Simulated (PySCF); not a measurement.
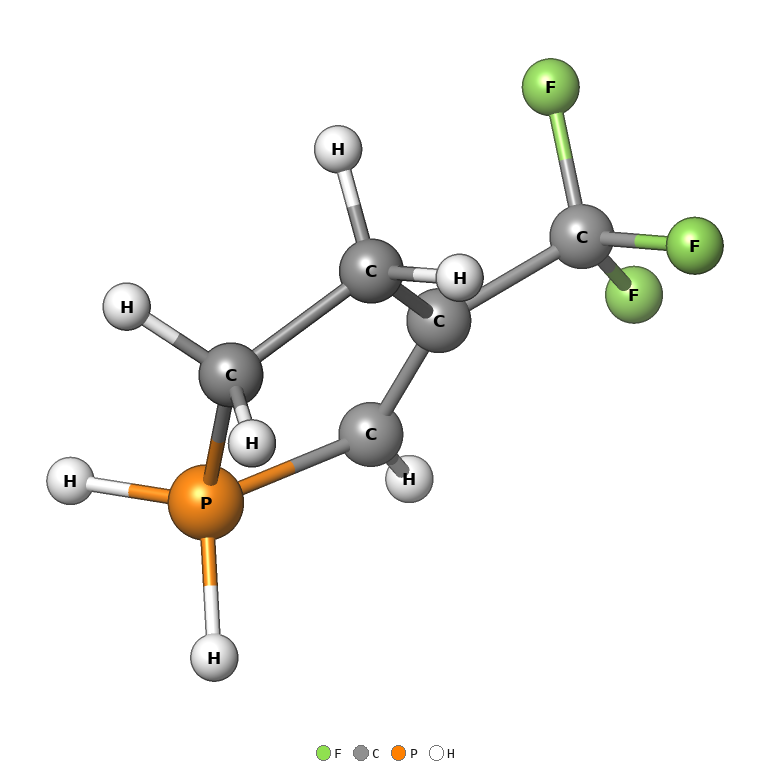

Charge +1, singlet. Geometry: an end point of a reaction path computed with GFN2-xTB. Level of theory: PBE0/pcSseg-1, gas phase (PySCF 2.14.0).

> Estimate the LUMO energy (Kohn–Sham orbital).

−6.22 eV.

> Estimate the HOMO energy (Kohn–Sham orbital).

−13.52 eV.
